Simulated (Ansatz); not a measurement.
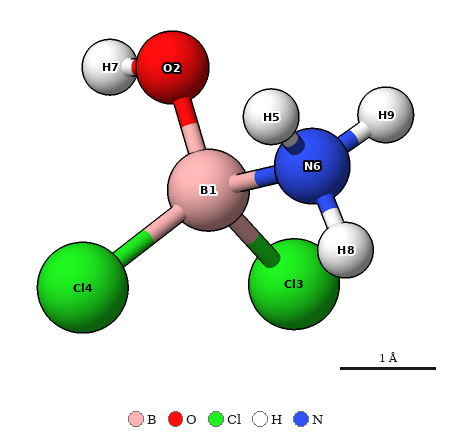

Figure 1. The structure as given in the input (ball-and-stick view, seen at a tilt; atoms are numbered from 1 in the order of the input). Bond lengths as drawn: B–Cl 1.86 Å, B–N 1.61 Å, B–O 1.40 Å, H–N 1.02 Å and H–O 0.96 Å.

## Single-point calculation, with input and output: BNH₄Cl₂O

- system: BNH₄Cl₂O
- method: RKS PBE0-D4/def2-TZVPP (Ansatz 0.2.0)

The geometry is the reactant side of a reaction. The reaction was set up to form B1–N6 and O2–H5 and to break B1–O2 and H5–N6 (atoms counted from 1 in the order of the input); sticks are drawn by distance alone. The geometry comes from this level: PBE0-D4/def2-TZVP.

**Log**
```
Functional definition: PBE0
  name "PBE0"
  cite "Adamo & Barone, J. Chem. Phys. 110, 6158 (1999) doi:10.1063/1.478522"
  cite "Perdew, Burke & Ernzerhof, Phys. Rev. Lett. 77, 3865 (1996) doi:10.1103/PhysRevLett.77.3865"
  parent pbe
  parameter a = 0.25
  parameter kappa = 0.804
  parameter beta = 0.06672455060314922
  exchange = (1 - a)*pbe_x(kappa = kappa, mu = beta*pi^2/3) + a*exact_x
  correlation = pbe_c(beta = beta)
1361 factors; their error is unknown
mean field evaluation 1: about -29310.4566 eV, gradient 6.7e1 eV
mean field evaluation 2: about -29302.2577 eV, gradient 9.3e1 eV
mean field evaluation 4: about -29317.9222 eV, gradient 3.5e0 eV
mean field evaluation 8: about -29317.9420 eV, gradient 6.4e-2 eV
mean field evaluation 16: about -29318.0138 eV, gradient 1.4e-5 eV
mean field -29318.01376748 eV, -1077.4171334914 hartree, gradient 1.4e-5 eV, S^2 0.000000; 0 other end points of the search recorded, 0 dependent functions left out
reference -29318.01379619 eV, -1077.4171345465 hartree; 29, 29 occupied and 204, 204 virtual orbitals, 1361 factors
Total energy: -29318.20248469 eV, -1077.4240687210 hartree
```

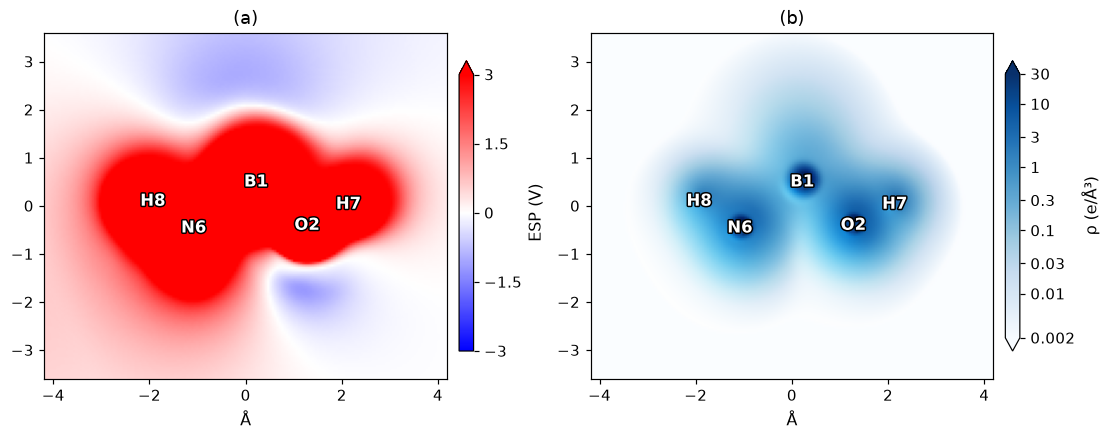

Figure 2. (a) molecular electrostatic potential; (b) total electron density on the plane of atoms B1, N6 and H8. B–N (1.61 Å): ρ is about 1.3 e/Å³ halfway. O–H (0.96 Å): ρ is about 3.8 e/Å³ halfway, with its minimum of 2.5 e/Å³ about 0.8 Å from O. N–H (1.02 Å): ρ is about 3 e/Å³ halfway, with its minimum of 2.3 e/Å³ about 0.8 Å from N.

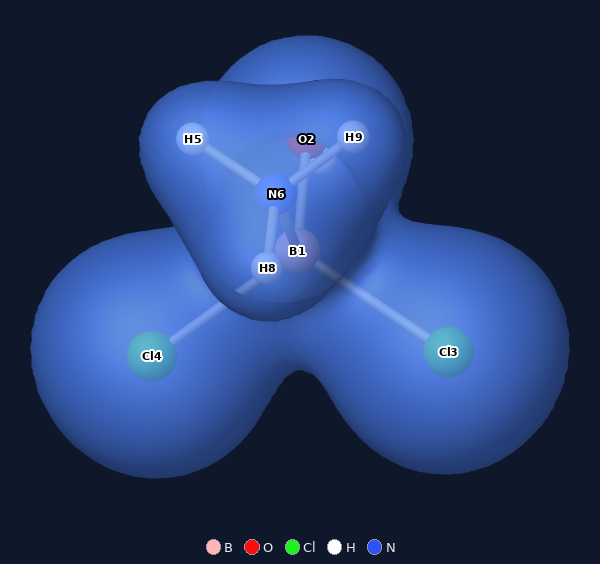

Figure 3. Isosurface of the total electron density at 0.2 e/Å³ (blue), seen at an oblique angle. At this value the surface is in one piece. On the grid the lowest density along these lines, outside the cores, is 1.4 e/Å³ (B–O, 1.40 Å), 0.89 e/Å³ (B–N, 1.61 Å), 0.84 e/Å³ (B–Cl, 1.86 Å) and 2.5 e/Å³ (O–H, 0.96 Å).

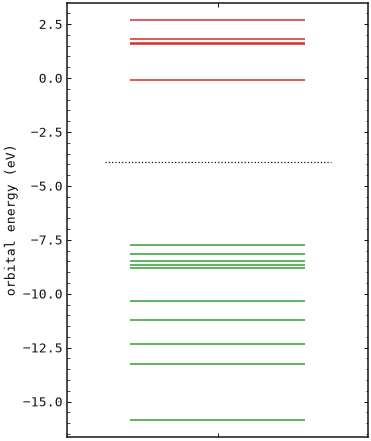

Figure 4. Orbital energies near the frontier; the dotted line parts filled from empty levels, and levels within 0.02 eV of each other stand side by side. Highest filled −7.74 eV, lowest empty −0.08 eV, 7.66 eV apart.

The run was set up as follows.

**Input**
```yaml
crystal:
  periodic: [false, false, false]
  atoms:
    - {symbol: B, position_ang: [-0.510621, -0.163429, 0.157694]}
    - {symbol: O, position_ang: [-1.123931, 0.791480, -0.657641]}
    - {symbol: Cl, position_ang: [-0.801600, -1.938769, -0.316395]}
    - {symbol: Cl, position_ang: [-0.733902, 0.073426, 1.989460]}
    - {symbol: H, position_ang: [1.304287, 1.030212, 0.164969]}
    - {symbol: N, position_ang: [1.063663, 0.077779, -0.099025]}
    - {symbol: H, position_ang: [-2.080141, 0.763218, -0.605431]}
    - {symbol: H, position_ang: [1.614737, -0.572771, 0.452269]}
    - {symbol: H, position_ang: [1.267508, -0.060946, -1.085900]}
basis:
  gaussian: {orbitals: def2-TZVPP}
hamiltonian: {xc: pbe0, dispersion: d4}
output: {orbitals: {seedname: orbitals}}
```

Run as:
```bash
ansatz run in.yaml --threads 4 --pin off --events-out ev --progress --plain --max-ram 9574MiB
```

**Results in brief**

| quantity | value |
| --- | --- |
| outcome | converged |
| total energy | −29318.2025 eV |
| mean-field energy | −29318.0138 eV |
| dispersion energy | −0.1887 eV |
| SCF solution under orbital rotations | stable |
| HOMO | −7.74 eV |
| LUMO | −0.08 eV |
| hardware | 4 threads of Arm Neoverse V1, 23 GiB of memory available, shared host |
| wall time | 3.1 s (CPU time 11 s) |
| peak memory | 0.59 GiB |
